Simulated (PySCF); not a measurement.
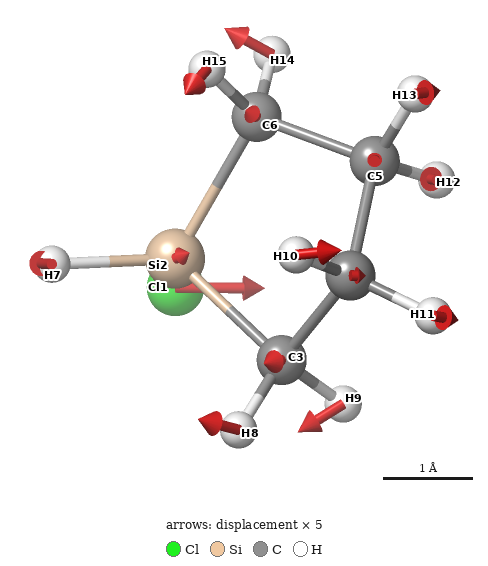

This is a relaxation of C4H9ClSi. The starting structure is drawn; red arrows show the displacements, magnified 5 times. The two geometries are superimposed by the best rigid fit.

Style: ball-and-stick. Shown from a free direction.

The start comes from GFN2-xTB.

Theory: PySCF 2.14.0, density-fitted response routines, PBE0-D3(BJ)/def2-SVP geometry optimisation, gas phase. 

What happened in the run?

The Cl atom moves most after the best rigid fit: 0.20 Å. Largest moves by element: Cl 0.20 Å, H 0.13 Å, C 0.07 Å, Si 0.04 Å. Near-neighbour distances that change, for instance: Cl–Si 2.023 → 2.082 Å, H–Si 1.462 → 1.491 Å, C–Si 1.907 → 1.884 Å, C–H 1.091 → 1.102 Å. Bond angles that change, for instance: Si–C–H 111.0° → 108.1°, C–C–H 110.9° → 113.6°, C–Si–C 93.8° → 96.3°. After 12 geometry steps the energy has fallen by 0.098 eV. Largest force component: 1.5 eV/Å at the start, 0.019 eV/Å at the end. The forces were under the threshold at step 3, but the run went on from there. The run took of the order of 100 core-seconds on a shared host.
